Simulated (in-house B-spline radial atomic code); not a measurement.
The tungsten ion W³⁺; electrons: [Xe] 4f14 5d3 (high spin). All runs are scalar-relativistic, spin-polarised and spherical, computed with an in-house B-spline radial code (spin-free X2C). Hartree-Fock is the average over the configuration. Wanted, and plotted below: the eigenvalue (eV) of the 5d up orbital by 12 methods.

The deepest is Hartree-Fock (−37.6) and the shallowest exchange-only LDA (−31.1), a spread of 6.47 eV. In order (eV): Hartree-Fock (−37.6), LDA (VWN5) (−32.3), LDA (PW92) (−32.3), r2SCAN (−32.2), SCAN (−32.2), BP86 (−32.1), PBEsol (−32.1), AM05 (−32.1), PBE (−32.1), OLYP (−32.0), TPSS (−32.0), exchange-only LDA (−31.1). On the whole, exact exchange removes self-interaction and deepens occupied levels. The semi-empirical ionisation energy (NIST) is 38.2 eV, and minus the eigenvalue comes closest to it for Hartree-Fock.

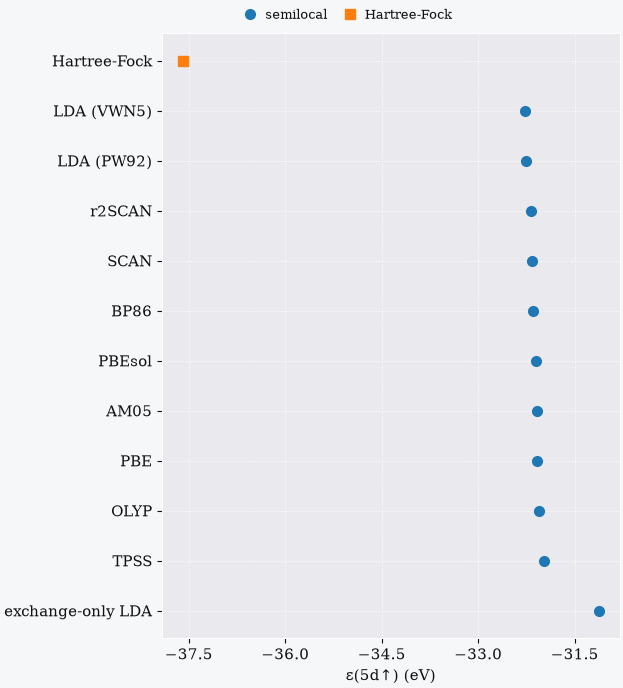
